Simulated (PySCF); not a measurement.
H₆BN, SMILES [NH3+][BH3-], CAM-B3LYP/def2-SVP optimised geometry. Atoms within 1.6 Å of the plane z = 0.0 Å (x, y, z in Å): B1 (-0.37, -0.19, 0.00), N2 (-0.80, -0.85, 1.44), H3 (0.85, -0.19, 0.00), H4 (-0.85, 0.93, 0.00), H5 (-0.85, -0.93, -0.85), H6 (-0.44, -1.80, 1.53), H7 (-1.82, -0.89, 1.54).

Calculation: CAM-B3LYP/def2-TZVP (PySCF 2.14.0). Cells within 0.4 Å of a nucleus heavier than hydrogen are left out (blank, or x).

Map of the electrostatic potential (hartree/e), clipped to [-0.08, 0.12] on the plane z = 0.0 Å:

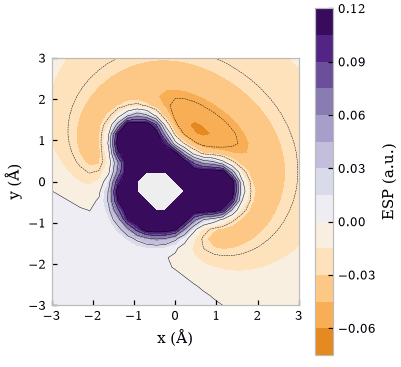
*Electrostatic potential (hartree/e), clipped to [-0.08, 0.12] on the plane z = 0.0 Å.*
